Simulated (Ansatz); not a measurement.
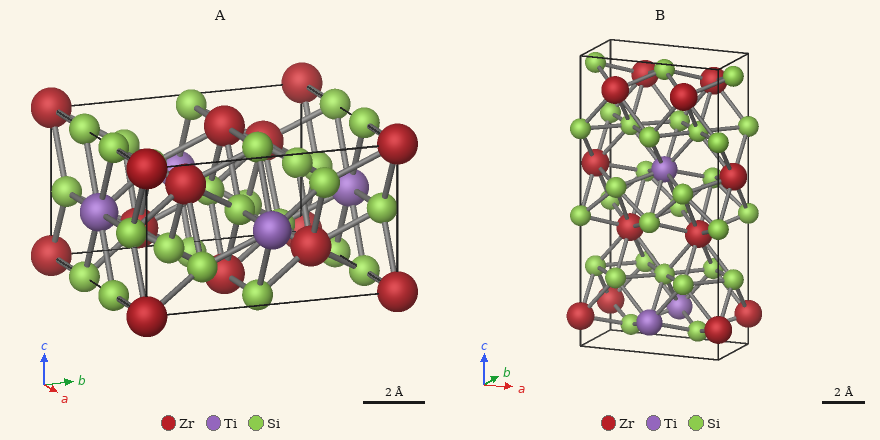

Two structures of Zr$_{3}$TiSi$_{8}$, each relaxed to rest (conventional cells in solid outline, small ones repeated, not to one scale). Method: DFT PBE, scalar-relativistic, plane waves, PAW in Ansatz, without spin polarisation.

Question: Which two forms are compared?

Answer: A: 24 atoms a cell on a base-centred orthorhombic lattice, C222. B: 24 atoms a cell on a base-centred orthorhombic lattice, Amm2.

Question: Which has the lower energy, and by how much?

Answer: B is lower, by 80 meV/atom at this level of theory (energies at zero smearing). Volumes: A 16.1, B 16.2 Å³/atom.

One or both may be structure types tried for this composition rather than known phases.
